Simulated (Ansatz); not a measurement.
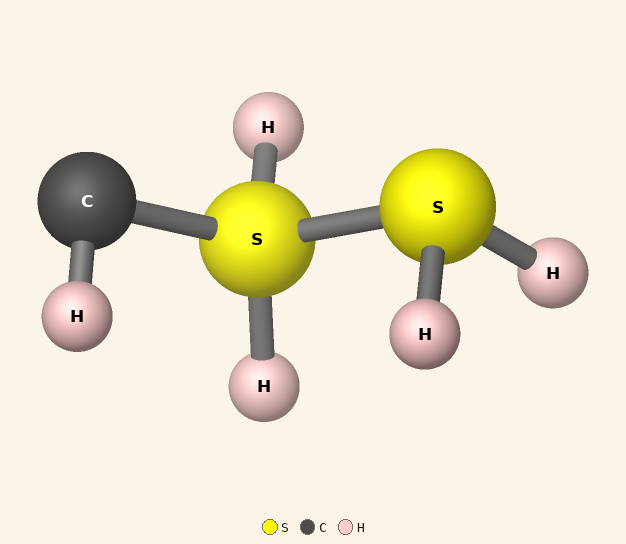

The structure as it stands in the input.

Input file:

```yaml
crystal:
  periodic: [false, false, false]
  atoms:
    - {symbol: S, position_ang: [-0.093936, 0.554570, 0.364663]}
    - {symbol: C, position_ang: [-1.847871, 0.369783, 0.162333]}
    - {symbol: S, position_ang: [0.706950, -1.125355, 0.377176]}
    - {symbol: H, position_ang: [-1.841365, 0.350577, -0.897473]}
    - {symbol: H, position_ang: [0.516371, 1.319551, -0.579757]}
    - {symbol: H, position_ang: [0.163514, 1.042169, 1.607871]}
    - {symbol: H, position_ang: [2.023960, -0.825538, 0.234379]}
    - {symbol: H, position_ang: [0.543784, -1.430930, -0.927491]}
basis:
  gaussian: {orbitals: def2-SVP}
total_charge: 1
hamiltonian: {xc: pbe, dispersion: d4}
relax: {f_tol: 0.03, max_steps: 250}
```

Command:

```sh
ansatz run in.yaml --threads 2 --pin off --events-out ev --progress --plain --max-ram 4352MiB
```

Result (its end):

```
mean field -22758.49827833 eV, -836.3593854643 hartree, gradient 2.4e-5 eV, S^2 0.000000; 1 other end points of the search recorded, 0 dependent functions left out
the calculation of the forces begins
reference -22758.49830979 eV, -836.3593866204 hartree; 21, 21 occupied and 54, 54 virtual orbitals, 858 factors
Total energy: -22758.61599178 eV, -836.3637113541 hartree
Atom 0 at    -0.507423     0.790190     0.348351 Å, force     0.001558     0.002980    -0.000443 eV/Å
Atom 1 at    -2.040204     0.678401    -0.186837 Å, force     0.001201     0.000054    -0.001969 eV/Å
Atom 2 at     1.804587    -1.148202     0.291984 Å, force    -0.014632    -0.029281    -0.021851 eV/Å
Atom 3 at    -2.169098     1.086832    -1.217146 Å, force     0.004087    -0.000276     0.007076 eV/Å
Atom 4 at     0.533850     1.723701     0.141599 Å, force    -0.004119    -0.000536     0.001126 eV/Å
Atom 5 at    -0.457862     0.629004     1.705160 Å, force    -0.002474    -0.000327    -0.007349 eV/Å
Atom 6 at     1.970111    -1.225591    -1.062360 Å, force    -0.005632     0.001614     0.022476 eV/Å
Atom 7 at     1.037446    -2.279508     0.320950 Å, force     0.020011     0.025772     0.000934 eV/Å
Dipole moment:    -0.061643     0.395686    -0.167332 e Å
```
